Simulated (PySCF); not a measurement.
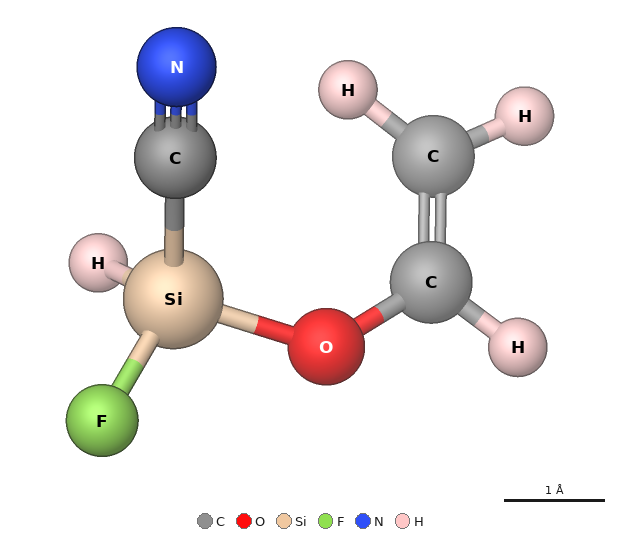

Distant atoms are faded towards the background colour. Computed geometry: PBE0-D3(BJ)/def2-SVP optimisation. No frequency run is at hand to confirm it as a minimum. Masses are those of the most abundant isotopes; constants are for the rigid equilibrium geometry.

Q: Classify the rotor and give the rotational constants (cm⁻¹).

A: An asymmetric top (C1): A = 0.0920, B = 0.0608, C = 0.0396 cm⁻¹. Ray's parameter κ is −0.19, midway between the limits.
